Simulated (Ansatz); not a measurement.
**Pressure series in Ti3AlN**

Base system: Ti$_{3}$AlN in the anti-perovskite structure (space group Pm-3m, No. 221; a cell from a computed database, its experimental status unchecked).

```yaml
crystal:
  lattice:
    - [4.08605, 0.00000, 0.00000]
    - [0.00000, 4.08605, 0.00000]
    - [0.00000, 0.00000, 4.08605]
  atoms:
    - { symbol: Ti, position: [0.50000, 0.00000, 0.50000] }
    - { symbol: Ti, position: [0.00000, 0.50000, 0.50000] }
    - { symbol: Ti, position: [0.50000, 0.50000, 0.00000] }
    - { symbol: Al, position: [0.00000, 0.00000, 0.00000] }
    - { symbol: N, position: [0.50000, 0.50000, 0.50000] }
```

Cell and atoms are relaxed at each pressure.

All numbers come from DFT with PBEsol, PAW potentials and a 420 eV plane-wave cutoff in Ansatz (a quantum-chemistry and plane-wave program), no spin-orbit coupling.

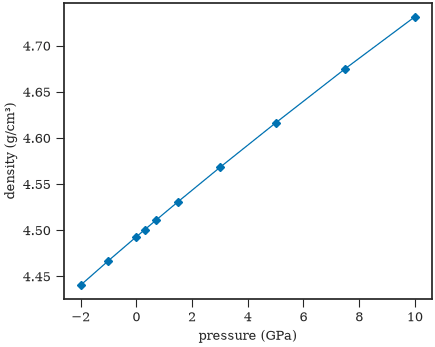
Figure. Density against pressure

```csv
pressure (GPa),density
-2,4.44 g/cm³
-1,4.47 g/cm³
0.3,4.50 g/cm³
0.7,4.51 g/cm³
1.5,4.53 g/cm³
3,4.57 g/cm³
5,4.62 g/cm³
7.5,4.68 g/cm³
10,4.73 g/cm³
```

Load acts through the strain it causes; cell and atoms are relaxed under it. No phonon test of stability was made. No other phases were tried under pressure. All final runs are without spin polarisation.
